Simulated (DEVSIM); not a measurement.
System: Si p+/n-/n+ power diode, at 300 K.

| layer (left to right) | material | thickness (μm) | Nd (cm⁻³) | Na (cm⁻³) | τn (s) | τp (s) |
|---|---|---|---|---|---|---|
| 1 | Si | 4.70 | - | 2.1e18 | 2.9e-7 | 2.9e-7 |
| 2 | Si | 4.00 | 5.6e14 | - | 2.9e-7 | 8.7e-6 |
| 3 | Si | 1.40 | 3.2e18 | - | 2.9e-7 | 2.9e-7 |

Left contact: ohmic. Right contact: ohmic. Voltage is applied to the left contact. Recombination: SRH at mid-gap. Mobility is constant in doping.

The device is made up for the run: typed textbook-type constants, with dimensions and the other settings drawn at random. Values at 300 K.

| parameter | Si |
|---|---|
| gap (eV) | 1.124 |
| affinity (eV) | 4.05 |
| permittivity | 11.7 |
| Nc (cm⁻³) | 2.86e19 |
| Nv (cm⁻³) | 3.1e19 |
| μn (cm²/Vs) | 1417 |
| μp (cm²/Vs) | 470 |

Model (solved in DEVSIM): 1D drift-diffusion, Boltzmann statistics, complete ionisation; no tunnelling, impact ionisation, image-force lowering or self-heating.

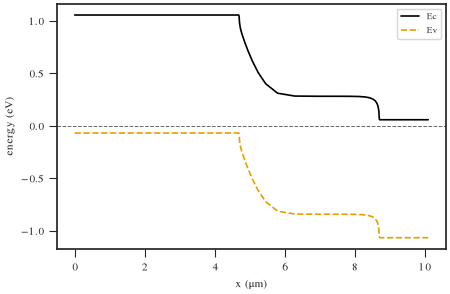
Figure: Band edges at zero bias

Energies count from the Fermi level of the right contact; mesh points crowd at the junctions.

| x (μm) | Ec (eV) | Ev (eV) | n (cm⁻³) | p (cm⁻³) | field (V/cm) |
|---|---|---|---|---|---|
| 0.000 | 1.054 | -0.070 | < 1e2 | 2.1e18 | ≈ 0 |
| 0.04794 | 1.054 | -0.070 | < 1e2 | 2.1e18 | ≈ 0 |
| 0.1906 | 1.054 | -0.070 | < 1e2 | 2.1e18 | ≈ 0 |
| 0.6153 | 1.054 | -0.070 | < 1e2 | 2.1e18 | ≈ 0 |
| 2.621 | 1.054 | -0.070 | < 1e2 | 2.1e18 | ≈ 0 |
| 4.018 | 1.054 | -0.070 | < 1e2 | 2.1e18 | ≈ 0 |
| 4.487 | 1.054 | -0.070 | < 1e2 | 2.1e18 | ≈ 0 |
| 4.669 | 1.054 | -0.070 | < 1e2 | 2.1e18 | ≈ 0 |
| 4.707 | 0.991 | -0.133 | 650 | 1.8e17 | -40000 |
| 4.768 | 0.885 | -0.239 | 38000 | 3.0e15 | -11000 |
| 4.949 | 0.716 | -0.408 | 2.7e7 | 4.3e12 | -8400 |
| 5.796 | 0.309 | -0.815 | 1.8e14 | 640000 | -1400 |
| 7.476 | 0.280 | -0.844 | 5.6e14 | 210000 | ≈ 0 |
| 8.304 | 0.273 | -0.851 | 7.3e14 | 160000 | -410 |
| 8.626 | 0.218 | -0.906 | 6.2e15 | 19000 | -5800 |
| 8.691 | 0.132 | -0.992 | 1.8e17 | 660 | -37000 |
| 8.728 | 0.057 | -1.067 | 3.2e18 | < 1e2 | ≈ 0 |
| 8.828 | 0.057 | -1.067 | 3.2e18 | < 1e2 | ≈ 0 |
| 9.304 | 0.057 | -1.067 | 3.2e18 | < 1e2 | ≈ 0 |
| 9.832 | 0.057 | -1.067 | 3.2e18 | < 1e2 | ≈ 0 |
| 10.02 | 0.057 | -1.067 | 3.2e18 | < 1e2 | ≈ 0 |
| 10.10 | 0.057 | -1.067 | 3.2e18 | < 1e2 | ≈ 0 |
